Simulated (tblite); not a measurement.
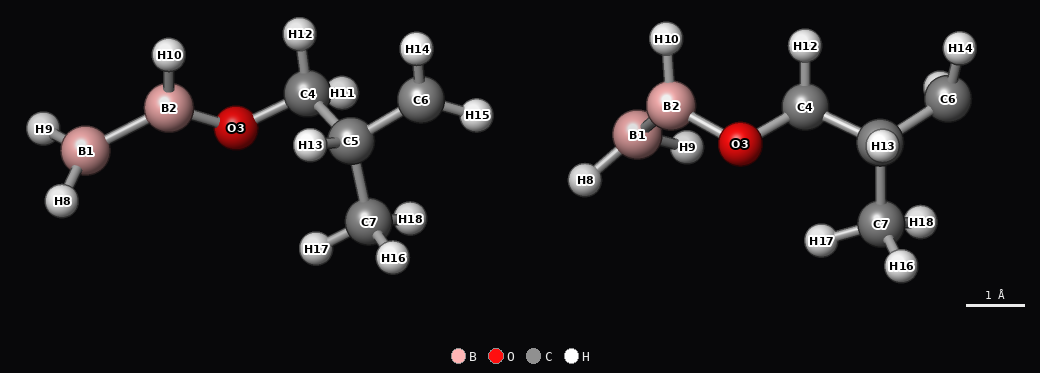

Two geometries of C₄H₁₁B₂O (multiplicity 2), drawn at one scale. One is the start of a relaxation, the other its converged end. Style: ball-and-stick. Shown at a tilt.

Computed with GFN2-xTB geometry optimisation, gas phase in tblite 0.8.0. 

Q: Which one is relaxed?

A: The left one is the relaxed one. H9 moves most after the best rigid fit: 2.24 Å. By element the largest moves are H 2.24 Å, O 1.69 Å, C 0.93 Å, B 0.86 Å. Some distances before and after: B2–O3 1.467 → 1.337 Å, C5–C6 1.522 → 1.469 Å, C4–C5 1.514 → 1.560 Å, C7–H17 1.127 → 1.087 Å. Among the angles between lasting bonds that change: B2–O3–C4 108.4° → 124.4°, C5–C6–H14 108.6° → 120.4°, B2–B1–H9 113.7° → 122.4°. Groups turn about O3–C4 by about 85°, C5–C7 by about 40°. After 188 geometry steps the energy has fallen by 1.923 eV. The run took 1.6 s on 1 thread of Intel(R) Xeon(R) Platinum 8259CL CPU @ 2.50GHz (shared host).
